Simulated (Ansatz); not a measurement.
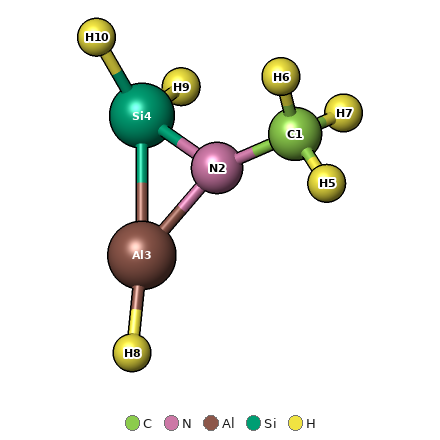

Two computed energy maps of CH6AlNSi, SMILES C[N]1[AlH][SiH2]1. The picture above is the structure of the first map.

Map 1

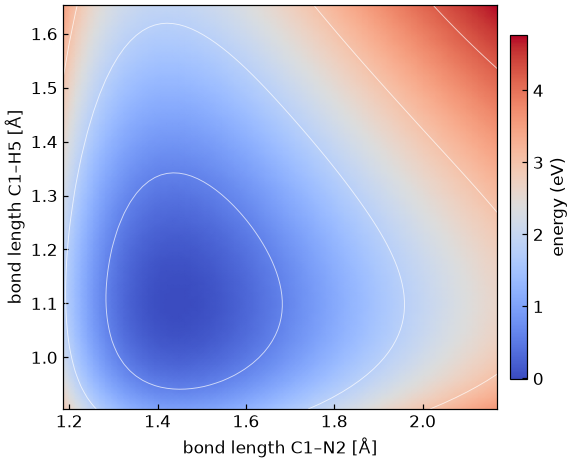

CH6AlNSi, SMILES C[N]1[AlH][SiH2]1. 
- The first coordinate is: bond length C1–N2; the second: bond length C1–H5.
- Nothing is relaxed (all other coordinates rigid).
- Grid: 7 × 7 points.
- Points are written as (first, second).
- All energies are given in eV relative to the relaxed molecule at the same level.
- The reference is spin-restricted, which grows unreliable where a bond is stretched far.
- These are results of Ansatz, RKS r2SCAN-D4/def2-SVP, not measurements.

The picture shows a smooth colour map with a few white contour lines. Between grid points the surface is interpolated.

Map 2

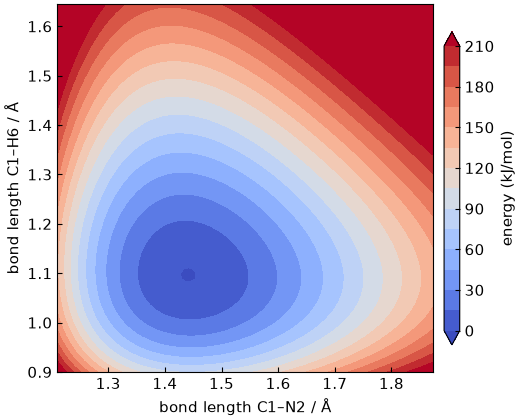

CH₆AlNSi, SMILES C[N]1[AlH][SiH2]1. 
- First axis: bond length C1–N2. Second axis: bond length C1–H6.
- Nothing is relaxed (all other coordinates rigid).
- The scan uses a 13 × 13 grid.
- Points are written as (first, second).
- Energies: kJ/mol, counted from the lowest grid point.
- The reference is spin-restricted, which grows unreliable where a bond is stretched far.
- Method: RKS PBE0-D4/def2-TZVP in Ansatz 0.2.0.

In the figure: filled contours, one colour for all values above the top of the scale. Between grid points the surface is interpolated.

**Summarise the maps one by one.**

Map 1: The lowest grid point is at (1.513 Å, 1.154 Å), 0.11 eV from the relaxed molecule at the same level. The bottom of the well lies between grid points, at about (1.443 Å, 1.101 Å), about 0.11 eV lower on the interpolated surface. No other kind of well shows on this grid. The highest grid point, (2.169 Å, 1.654 Å), lies 4.66 eV above the lowest. Round the minimum the contours are nearly round: the two directions are equally stiff and uncoupled.
Map 2: The lowest grid point is at (1.431 Å, 1.086 Å). It is the only kind of minimum in the scanned range. The highest grid point, (1.873 Å, 1.645 Å), lies 350 kJ/mol above the lowest. Round the minimum the contours are nearly round: the two directions are equally stiff and uncoupled.

**Maps 1, 2 start from a relaxed reference structure. Do they show a way to lower its energy?**

No. In each of them the reference is the lowest point, within the accuracy of the grid, so it is stable against the distortions scanned (other distortions weren't tried).
